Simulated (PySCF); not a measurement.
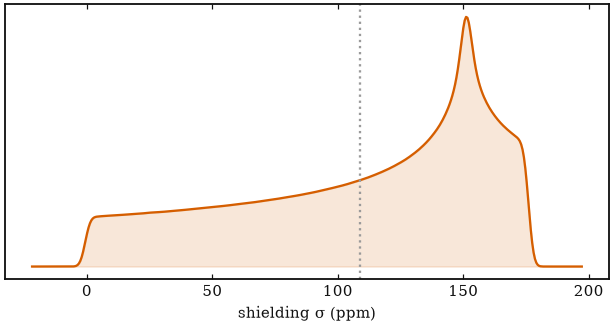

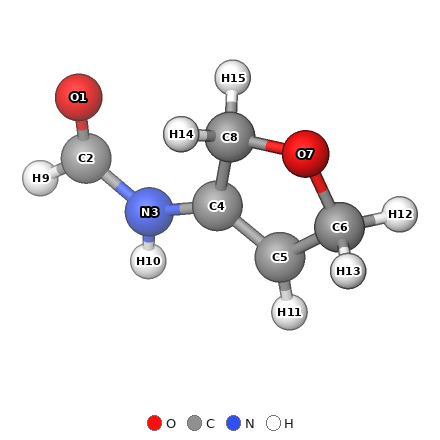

Static powder pattern (¹⁵N) from GIAO shielding tensors of C₅H₇NO₂, SMILES O=CNC1=CCOC1, PBE0/pcSseg-1, PySCF, at a GFN2-xTB geometry (no frequency check); absolute shielding, one fixed geometry of the isolated molecule without any motion, no dipolar terms. The dotted line is the isotropic value; skew is 3(σiso − σ22)/span.

### The pattern belongs to N3. Give the principal values, span and skew.

N3: σ11, σ22, σ33 = −1, 151, 176 ppm, isotropic 109, span 177 ppm, skew −0.72.

Caveats: the tight-binding geometry is rougher than a DFT one and adds to the error; one conformer of a flexible molecule.
